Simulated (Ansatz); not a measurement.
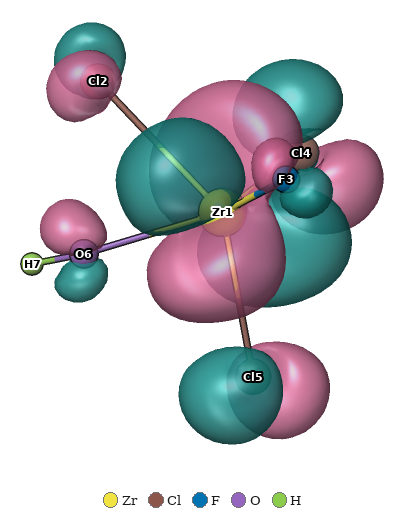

Figure. Cl3FHOZr (doublet). One frontier orbital at ±0.08 Å⁻³ᐟ² (teal and pink are the two phases), seen across its widest extent.

Core potentials replace the inner electrons of Zr.

Level of theory: Ansatz 0.2.0, UKS PBE/def2-SVP.

```tsv
atom	x (Å)	y (Å)	z (Å)
Zr	0.0532	-0.0758	0.8977
Cl	0.1931	1.7383	2.7019
F	1.8423	-0.0508	0.2690
Cl	-1.3521	1.2412	-0.4607
Cl	-0.7516	-2.2492	0.3339
O	-0.1257	-0.7176	2.8616
H	-0.8802	-0.6873	3.4860
```

Q: Which orbital is it: HOMO (α) or LUMO (α)?

A: The LUMO (α), at −3.10 eV. By Hirshfeld shares it lies mainly on Zr1 (about 70 %), Cl4 (about 10 %) and Cl5 (about 10 %).
